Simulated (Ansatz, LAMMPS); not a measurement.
# Static equation of state of amorphous polyfuran (as short chains C14O3H12), from a frame at 300 K, (87 atoms)

Density of this cell: 1.22 g/cm³. The cell holds 87 atoms: 42 C, 9 O and 36 H. Cell: a = 9.211 Å, b = 11.062 Å, c = 9.489 Å, α = 78.0°, β = 98.5°, γ = 85.6°. The starting structure: 3 polyfuran chains of 3 units with methyl end groups placed at random, at 1.24 g/cm³; overlaps pushed apart, then 20 ps at 800 K with MMFF94 bonds, angles, torsions, charges and radii (Halgren, J. Comput. Chem. 17, 490 (1996)) in harmonic and 12-6 forms. Snapshot after 30 ps at 300 K and fixed volume.

Calculated with Ansatz 0.2.0: Kohn-Sham DFT, PBE+D3(BJ), PAW (set soft_2), plane waves; cutoff 420 eV, Γ point, fixed occupations. Cell and atoms were relaxed first, to V0 = 10.682 Å³ an atom at a residual P0 = 0.007 GPa. The cell was then scaled evenly, and the atoms were relaxed at each volume.

| volume (Å³/atom) | pressure (GPa) |
| --- | --- |
| 9.6136 | 1.085 |
| 10.041 | ? |
| 10.361 | 0.1409 |
| 11.002 | -0.1288 |
| 11.323 | -0.2877 |

**Question.** Fit the third-order Birch–Murnaghan equation to the rows given and interpolate to the withheld row.

**Working.**

Take the Eulerian strain f = ½[(V0/V)^(2/3) − 1] and the normalised pressure F = (P − P0) / [3f(1 + 2f)^(5/2)]. The third-order Birch–Murnaghan equation is then the line F = B0 + (3/2)B0(B′ − 4) f, so u = f and v = F.

```
      u = f  v = F (GPa)
  0.0363829      8.28840
  0.0102570      4.14087
-0.00975644      4.86867
 -0.0190505      5.67971
```

With n = 4: mean u = 0.00445821, mean v = 5.74441, Σ(u − ū)² = 0.0018075, Σ(u − ū)(v − v̄) = 0.085887. Slope b = 0.085887 / 0.0018075 = 47.516; intercept a = v̄ − b ū = 5.5326.

So B0 = a = 5.53 GPa and B′ = 4 + 2b/(3a) = 9.73. At the withheld volume f = 0.02106, F = a + b f = 6.533 GPa, and P = P0 + 3f(1 + 2f)^(5/2) F.

Prediction at 10.041: 0.4644 GPa. The run gave 0.5111 GPa, so the fit is low by 0.047 GPa (9.1 % of the value).

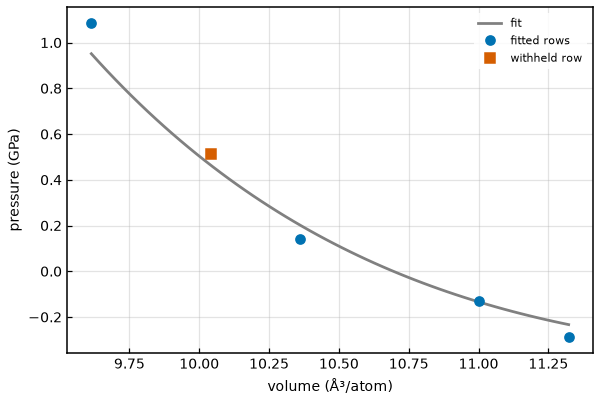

The fit, the rows that it rests on and the withheld row.

The series isn't one smooth equation of state: even a line fitted to all rows, the withheld one included, misses F by up to 48.9 %. B0 and B′ are then only the numbers of this fit, not moduli of the material. Among the rows given, the largest miss of the fit is at 9.6136, by 0.13 GPa (9.7 % of the range of the table).

Limits: Static cells at zero temperature; the cell shape is held. The program notes that the SCF threshold of these relaxations is loose for the stress. The network of contacts between molecules at the start is that of the classical potential that made the cell, and needn't be the one that DFT or experiment would give. Only the Γ point is sampled, in a cell whose shortest periodic width is 9 Å.

[Logs are printed without paths, hosts, clocks, repeated set-up lines and the standing remarks that a program may print on its own settings, such as how far it seeks lower states.]

[Hosts, paths, dates, database ids (printed as entryN), source tags and the programs' standing remarks are cut or masked in the printed files.]

[The MMFF94 radii named for the starting cell were scaled by 0.96; in molecules described by MMFF94, hydrogen bound to N, O or S took a small fixed 12-6 site in their place.]
